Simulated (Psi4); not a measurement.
**C2H3BClN: interaction calculation (part 3 of 3)**

C2H3BClN, SMILES NBCl.[C]#[C]; SAPT(DFT)/jun-cc-pV(D+d)Z, RHF (Psi4 1.11). 

Geometry of the input (Å):
```
N  -0.4027  0.0029  -0.6503
B  0.3625  -0.1482  0.4914
Cl 0.5229  1.2000  1.6237
H  -0.5189  -0.7386  -1.3189
H  -0.8857  0.8552  -0.8805
H  0.9217  -1.1712  0.7348
C  5.1288  -0.1042  5.0686
C  5.9684  -0.4400  5.7963
```

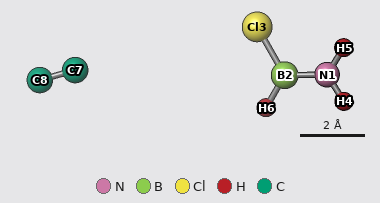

**Figure 1.** The structure (ball-and-stick view, seen on its broad side; atoms are numbered from 1 in the order of the input).

What the program printed, continued:
```
   @DF-RKS iter SAD:  -540.99306286160072   -5.40993e+02   0.00000e+00
   @DF-RKS iter   1:  -540.96298356180694    3.00793e-02   8.34368e-03 DIIS/ADIIS
   @DF-RKS iter   2:  -539.88708300931660    1.07590e+00   1.40517e-02 DIIS/ADIIS
   @DF-RKS iter   3:  -541.38158043236319   -1.49450e+00   1.66059e-03 DIIS/ADIIS
   @DF-RKS iter   4:  -541.39066349216921   -9.08306e-03   1.33681e-03 DIIS/ADIIS
   @DF-RKS iter   5:  -541.40373655952135   -1.30731e-02   2.46383e-04 DIIS/ADIIS
   @DF-RKS iter   6:  -541.40421200049036   -4.75441e-04   5.85241e-05 DIIS
   @DF-RKS iter   7:  -541.40422828469923   -1.62842e-05   1.08572e-05 DIIS
   @DF-RKS iter   8:  -541.40423101875831   -2.73406e-06   2.80027e-06 DIIS
   @DF-RKS iter   9:  -541.40423090460172    1.14157e-07   3.71272e-07 DIIS
   @DF-RKS iter  10:  -541.40423106755702   -1.62955e-07   1.28094e-07 DIIS
   @DF-RKS iter  11:  -541.40423109242374   -2.48667e-08   1.69087e-08 DIIS
   @DF-RKS iter  12:  -541.40423110044628   -8.02254e-09   3.55962e-09 DIIS
  Energy and wave function converged.

  ==> Post-Iterations <==

   Electrons on quadrature grid:
      Ntotal   =   31.9999980169 ; deviation = -1.983e-06

    Final Occupation by Irrep:
              A
    DOCC [    16 ]
    NA   [    16 ]
    NB   [    16 ]

  @DF-RKS Final Energy:  -541.40423110044628

   => Energetics <=

    Nuclear Repulsion Energy =             85.3981535376450864
    One-Electron Energy =                -914.3900099225343183
    Two-Electron Energy =                 327.6628564995804709
    DFT Exchange-Correlation Energy =     -40.0752312151375278
    Empirical Dispersion Energy =           0.0000000000000000
    VV10 Nonlocal Energy =                  0.0000000000000000
    Total Energy =                       -541.4042311004462817

Computation Completed

Properties will be evaluated at   0.000000,   0.000000,   0.000000 [a0]

Properties computed using the SCF density matrix

 Multipole Moments:

 ------------------------------------------------------------------------------------
     Multipole            Electronic (a.u.)      Nuclear  (a.u.)        Total (a.u.)
 ------------------------------------------------------------------------------------

 L = 1.  Multiply by 2.5417464519 to convert [e a0] to [Debye]
 Dipole X            :        -14.4626421           13.9837844           -0.4788577
 Dipole Y            :        -35.4631696           35.1943727           -0.2687968
 Dipole Z            :        -46.3843021           45.4332490           -0.9510530
 Magnitude           :                                                    1.0982069

 ------------------------------------------------------------------------------------

	total time  =          8 seconds =       0.13 minutes

   => Loading Basis Set <=

    Name: JUN-CC-PV(D+D)Z
    Role: ORBITAL
    Keyword: BASIS

         ---------------------------------------------------------
                          SAPT(DFT): DFT Monomer B
         ---------------------------------------------------------
                                   SCF
                              RKS Reference
                        1 Threads,   1525 MiB Core
         ---------------------------------------------------------

   => Asymptotic Correction <=

    X Functional        =    XC_GGA_X_LB
    C Functional        =   XC_LDA_C_VWN
    Bulk Shift          =       0.100000
    GRAC Alpha          =       0.500000
    GRAC Beta           =      40.000000

  ==> Integral Setup <==

  Cached 100.0% of DFT collocation blocks in 0.383 [GiB].

  Minimum eigenvalue in the overlap matrix is 4.5728755662E-04.
  Reciprocal condition number of the overlap matrix is 6.8484094196E-05.
    Using symmetric orthogonalization.

  ==> Iterations <==

                           Total Energy        Delta E     RMS |[F,P]|

   @DF-RKS iter SAD:   -75.39516587606975   -7.53952e+01   0.00000e+00
   @DF-RKS iter   1:   -75.61667159014591   -2.21506e-01   4.30160e-03 DIIS/ADIIS
   @DF-RKS iter   2:   -75.46129426170111    1.55377e-01   4.87960e-03 DIIS/ADIIS
   @DF-RKS iter   3:   -75.78107013435152   -3.19776e-01   6.18884e-04 DIIS/ADIIS
   @DF-RKS iter   4:   -75.78408670520598   -3.01657e-03   1.41211e-04 DIIS/ADIIS
   @DF-RKS iter   5:   -75.78264725070760    1.43945e-03   4.67599e-04 DIIS/ADIIS
   @DF-RKS iter   6:   -75.78417282131083   -1.52557e-03   9.07167e-05 DIIS
   @DF-RKS iter   7:   -75.78423633761561   -6.35163e-05   5.76153e-06 DIIS
   @DF-RKS iter   8:   -75.78423693083393   -5.93218e-07   2.82522e-06 DIIS
   @DF-RKS iter   9:   -75.78423693237283   -1.53891e-09   4.57122e-08 DIIS
   @DF-RKS iter  10:   -75.78423695099912   -1.86263e-08   5.82604e-09 DIIS
   @DF-RKS iter  11:   -75.78423695099016    8.95284e-12   9.71380e-09 DIIS
  Energy and wave function converged.

  ==> Post-Iterations <==

   Electrons on quadrature grid:
      Ntotal   =   11.9999998050 ; deviation = -1.950e-07

    Orbital Energies [Eh]
    ---------------------

    Doubly Occupied:

       1A    -10.087801     2A    -10.084739     3A     -0.840461
       4A     -0.465480     5A     -0.404446     6A     -0.404445

    Virtual:

       7A     -0.392140     8A     -0.109998     9A     -0.109977
      10A     -0.073698    11A     -0.064579    12A     -0.051273
      13A     -0.050555    14A     -0.042906    15A     -0.017416
      16A     -0.006798    17A     -0.001927    18A      0.009474
      19A      0.021406    20A      0.023111    21A      0.055763
      22A      0.072880    23A      0.080865    24A      0.081132
      25A      0.091584    26A      0.097731    27A      0.109867
      28A      0.135526    29A      0.150243    30A      0.205995
      31A      0.236375    32A      0.274850    33A      0.289149
      34A      0.298265    35A      0.322634    36A      0.344392
      37A      0.375935    38A      0.391088    39A      0.422407
      40A      0.425559    41A      0.433589    42A      0.442144
      43A      0.491315    44A      0.511751    45A      0.516325
      46A      0.518522    47A      0.603731    48A      0.622690
      49A      0.652967    50A      0.709852    51A      0.723019
      52A      0.827841    53A      0.829058    54A      0.829104
      55A      0.999675    56A      0.999722    57A      1.008012
      58A      1.096372    59A      1.141107    60A      1.217315
      61A      1.236621    62A      1.236625    63A      1.257815
      64A      1.293339    65A      1.333592    66A      1.449607
      67A      1.533367    68A      1.619420    69A      1.638694
      70A      1.718423    71A      1.722305    72A      1.723053
      73A      1.726783    74A      1.735990    75A      1.871974
      76A      1.900192    77A      1.949994    78A      2.004142
      79A      2.014983    80A      2.028626    81A      2.080896
      82A      2.099801    83A      2.130106    84A      2.140644
      85A      2.159225    86A      2.163525    87A      2.247166
      88A      2.359848    89A      2.422702    90A      2.505025
      91A      2.795259    92A      2.871385    93A      3.066601
      94A      3.259775    95A      3.264805    96A      3.589727
      97A      3.682476    98A      3.808131    99A      3.955191
     100A      4.134220   101A      5.388618   102A      5.869562
     103A      7.720494   104A     11.997790   105A     13.324453
     106A     13.335093   107A     13.383553   108A     13.429870
     109A     13.528356   110A     23.712174   111A     23.743056
     112A     24.001305   113A     24.687163   114A    156.026275

    Final Occupation by Irrep:
              A
    DOCC [     6 ]
    NA   [     6 ]
    NB   [     6 ]

  @DF-RKS Final Energy:   -75.78423695099016

   => Energetics <=

    Nuclear Repulsion Energy =             16.4120030982909739
    One-Electron Energy =                -133.4539340607595079
    Two-Electron Energy =                  51.8006091250183971
    DFT Exchange-Correlation Energy =     -10.5429151135400261
    Empirical Dispersion Energy =           0.0000000000000000
    VV10 Nonlocal Energy =                  0.0000000000000000
    Total Energy =                        -75.7842369509901630

Computation Completed

Properties will be evaluated at   0.000000,   0.000000,   0.000000 [a0]

Properties computed using the SCF density matrix

 Multipole Moments:

 ------------------------------------------------------------------------------------
     Multipole            Electronic (a.u.)      Nuclear  (a.u.)        Total (a.u.)
 ------------------------------------------------------------------------------------

 L = 1.  Multiply by 2.5417464519 to convert [e a0] to [Debye]
 Dipole X            :       -125.8236483          125.8242393            0.0005910
 Dipole Y            :          6.1697640           -6.1699936           -0.0002296
 Dipole Z            :       -123.1901774          123.1906792            0.0005018
 Magnitude           :                                                    0.0008086

 ------------------------------------------------------------------------------------

	total time  =          6 seconds =       0.10 minutes

         ---------------------------------------------------------
               SAPT(DFT): Intermolecular Interaction Segment

         ---------------------------------------------------------

  ==> Algorithm <==

   SAPT DFT Functional              PBE
   Monomer A GRAC Shift        0.200000
   Monomer B GRAC Shift        0.100000
   Delta HF                        True
   JK Algorithm                      DF

  ==> MemDFJK: Density-Fitted J/K Matrices <==

    J tasked:                   Yes
    K tasked:                   Yes
    wK tasked:                   No
    Memory [MiB]:               751
    Algorithm:                 Core
    Schwarz Cutoff:           1E-12
    Mask sparsity (%):      18.8366
    Fitting Condition:        1E-10

  ==> E10 Electostatics <==

    Elst10,r                         -0.14027119 [mEh]

  ==> E10 Exchange <==

    Exch10(S^2)                       0.00037378 [mEh]
    Exch10                            0.00037378 [mEh]

   => Uncoupled Induction <=

    Ind20,u (A<-B)                   -0.00113782 [mEh]
    Ind20,u (A->B)                   -0.04958579 [mEh]
    Ind20,u                          -0.05072361 [mEh]
    Exch-Ind20,u (A<-B)               0.00002138 [mEh]
    Exch-Ind20,u (A->B)               0.00006619 [mEh]
    Exch-Ind20,u                      0.00008757 [mEh]

   => Coupled Induction <=

   ---------------------------------------------------
              SAPT Coupled Induction Solver
   ---------------------------------------------------
    Maxiter             =          20
    Convergence         =   1.000E-08
   ---------------------------------------------------
     Iter       (A<-B)           (B->A)      Time [s]
   ---------------------------------------------------
    Guess    9.508557e-01     1.054449e+01          1
        1    2.536765e-01     2.948935e-01          3
        2    5.611261e-02     1.374294e-01          5
        3    1.613509e-02     1.014875e-02          6
        4    2.770605e-03     2.578934e-03          8
        5    5.726094e-04     2.438674e-04         10
        6    1.199104e-04     5.377176e-05         11
        7    3.111021e-05     2.190081e-05         13
        8    4.998467e-06     7.012166e-07         15
        9    7.313103e-07     8.904469e-08         16
       10    1.750451e-07     2.162769e-08         18
       11    4.104730e-08     5.480170e-09*        20
       12    5.511166e-09*    5.480170e-09*        21
   ---------------------------------------------------

    Ind20,r (A<-B)                   -0.00077503 [mEh]
    Ind20,r (A->B)                   -0.00730184 [mEh]
    Ind20,r                          -0.00807686 [mEh]
    Exch-Ind20,r (A<-B)               0.00002152 [mEh]
    Exch-Ind20,r (A->B)               0.00006754 [mEh]
    Exch-Ind20,r                      0.00008906 [mEh]
   => Loading Basis Set <=

    Name: (JUN-CC-PV(D+D)Z AUX)
    Role: RIFIT
    Keyword: DF_BASIS_MP2

  ==> E20 Dispersion (CHF FDDS) <==

   Legendre Points:          10
   Lambda Shift:          0.300
   Fxc Kernal:             ALDA
   (P|Fxc|Q) Thresh:  1.000e-06
  DFHelper Memory: AOs need 0.041 GiB; user supplied 1.192 GiB.
  SCF_SUBTYPE=INCORE selected. In-core MEM_DF algorithm will be used.
  Using in-core AOs.

  ==> DFHelper <==
    NBF:                             114
    NAux:                            387
    Schwarz Cutoff:                1E-12
    Mask sparsity (%):                19
    DFH Avail. Memory [GiB]:       1.192
    Algorithm:                DIRECT_iaQ
    AO Core:                        True
    MO Core:                       False
    Hold Metric:                   False
    Metric Power:                  0.000
    Fitting Condition:             1E-12
    Q Shell Max:                       7

   => Time Integration <=

       Omega       Weight       Disp20,u         Disp20   time [s]
   2.269e+01    6.667e-02      7.543e-08      7.479e-08          0
   4.147e+00    1.495e-01      3.208e-06      3.059e-06          0
   1.572e+00    2.191e-01      2.331e-05      1.951e-05          0
   7.589e-01    2.693e-01      7.654e-05      5.088e-05          0
   4.049e-01    2.955e-01      1.573e-04      7.735e-05          0
   2.223e-01    2.955e-01      2.349e-04      8.168e-05          0
   1.186e-01    2.693e-01      2.925e-04      6.823e-05          0
   5.727e-02    2.191e-01      3.177e-04      4.852e-05          1
   2.170e-02    1.495e-01      2.485e-04      2.993e-05          1
   3.966e-03    6.667e-02      1.172e-04      1.275e-05          1

    Disp20,u                         -0.23414051 [mEh]
    Disp20                           -0.06238568 [mEh]

  ==> E20 Dispersion (MP2) <==

    Disp20 (MP2)                     -0.23412911 [mEh]
    Exch-Disp20,u                     0.00016160 [mEh]
    Scaling Scheme                    FIXED
    Scaling Factor                    0.770
    Est. Exch-Disp20,r                0.00012443 [mEh]

   SAPT(DFT) Results
  ---------------------------------------------------------------------------------------------------------
    Electrostatics                   -0.14027119 [mEh]     -0.08802150 [kcal/mol]     -0.36828196 [kJ/mol]
      Elst1,r                        -0.14027119 [mEh]     -0.08802150 [kcal/mol]     -0.36828196 [kJ/mol]

    Exchange                          0.00037378 [mEh]      0.00023455 [kcal/mol]      0.00098137 [kJ/mol]
      Exch1                           0.00037378 [mEh]      0.00023455 [kcal/mol]      0.00098137 [kJ/mol]
      Exch1(S^2)                      0.00037378 [mEh]      0.00023455 [kcal/mol]      0.00098137 [kJ/mol]

    Induction                        -0.00835036 [mEh]     -0.00523993 [kcal/mol]     -0.02192387 [kJ/mol]
      Ind2,r                         -0.00807686 [mEh]     -0.00506831 [kcal/mol]     -0.02120580 [kJ/mol]
      Exch-Ind2,r                     0.00008906 [mEh]      0.00005589 [kcal/mol]      0.00023382 [kJ/mol]
      Induction (A<-B)               -0.00075351 [mEh]     -0.00047283 [kcal/mol]     -0.00197833 [kJ/mol]
      Induction (A->B)               -0.00723430 [mEh]     -0.00453959 [kcal/mol]     -0.01899365 [kJ/mol]
      delta HF,r (2)                 -0.00036256 [mEh]     -0.00022751 [kcal/mol]     -0.00095189 [kJ/mol]

    Dispersion                       -0.06226125 [mEh]     -0.03906952 [kcal/mol]     -0.16346688 [kJ/mol]
      Disp2,r                        -0.06238568 [mEh]     -0.03914760 [kcal/mol]     -0.16379358 [kJ/mol]
      Disp2,u                        -0.23412911 [mEh]     -0.14691823 [kcal/mol]     -0.61470588 [kJ/mol]
      Est. Exch-Disp2,r               0.00012443 [mEh]      0.00007808 [kcal/mol]      0.00032670 [kJ/mol]
      Exch-Disp2,u                    0.00016160 [mEh]      0.00010141 [kcal/mol]      0.00042429 [kJ/mol]

    Total SAPT(DFT)                  -0.21050901 [mEh]     -0.13209640 [kcal/mol]     -0.55269134 [kJ/mol]
  ---------------------------------------------------------------------------------------------------------

	total time  =         32 seconds =       0.53 minutes

Warning! sapt(dft) does not have an associated derived wavefunction. The returned wavefunction is the dimer SCF wavefunction.

    Psi4 run time: 0:00:46.68

[set-up sections that repeat, and orbital energies of the middle runs, are left out above]
```

Summary:

- outcome: converged
- SCF energy: −615.860493 hartree
- basis functions: 114
- wall time: 48 s
- peak memory: 0.79 GiB
